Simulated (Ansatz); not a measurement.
**BF$_{3}$···H$_{2}$: density, localisation and related maps**

Input

```
crystal:
  periodic: [false, false, false]
  atoms:
    - { symbol: B, position_ang: [0.020312, -0.483172, -0.369747] }
    - { symbol: H, position_ang: [-0.000785, 0.1342, 1.941514] }
    - { symbol: F, position_ang: [1.143212, 0.146697, -0.615297] }
    - { symbol: F, position_ang: [-1.127149, 0.108043, -0.596366] }
    - { symbol: F, position_ang: [0.045698, -1.733898, 0.041709] }
    - { symbol: H, position_ang: [0.024613, -0.57447, 1.828588] }
basis:
  gaussian: { orbitals: def2-SVP }
hamiltonian:
  xc: pbe0
  dispersion: d4
relax:
  f_tol: 0.03
  max_steps: 50
output:
  orbitals: {}
```

Run with:

```sh
ansatz run input.yaml --threads 1 --pin off --max-ram 2048MiB --backend cpu --events-out ev --progress --plain --runs-dir out
```

The fields are those of the run's last geometry, not of the input's.

Theory: RKS PBE0-D4/def2-SVP in Ansatz.

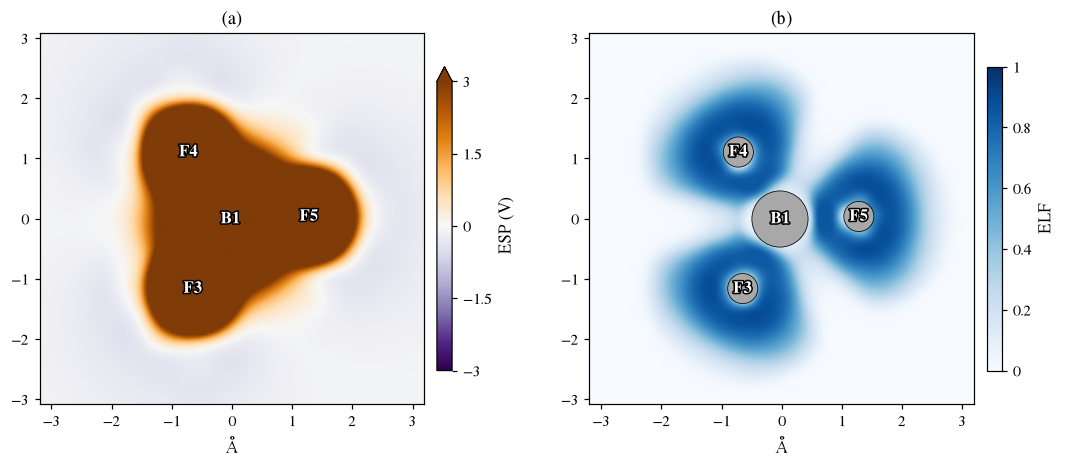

Figure 1. (a) molecular electrostatic potential; (b) ELF on the plane of atoms F3, B1 and F5. Grey discs cover the atomic cores in the ELF map.

Describe what can be read from this map.

The plane passes through B and F nuclei. B–F (1.31 Å): the ELF peaks at about 0.85 between the atoms: a polar covalent bond. The ELF also peaks beside F3, F5 and F4, away from the bonds: lone-pair regions. Outside the dense part of the complex the potential is most negative (−0.5 V) near F3 and F4.

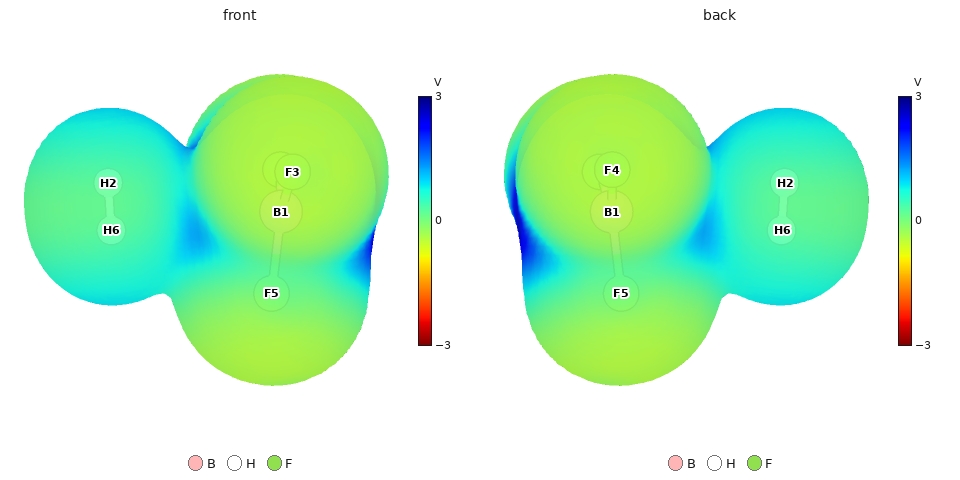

Figure 2. The molecular electrostatic potential painted on the density surface at 0.002 e/bohr³, seen from the front and from behind; red is negative and blue positive.

Which sites attract a positive test charge, and which a negative one?

A positive charge is drawn to the negative regions and a negative charge to the positive ones. The most negative region (about −0.4 V) lies over F3, F4 and F5, the most positive (about +2.5 V) over B1.

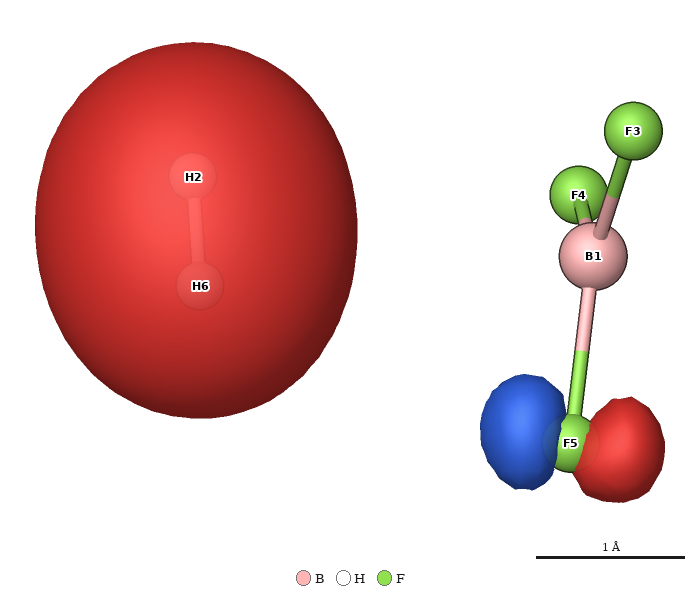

Figure 3. The HOMO−1 at ±0.15 Å⁻³ᐟ² (blue and red are the two phases), seen at a tilt.

What is the character of this orbital?

It lies mainly on H2 (about 45 %) and H6 (about 45 %). Its energy is −12.26 eV.
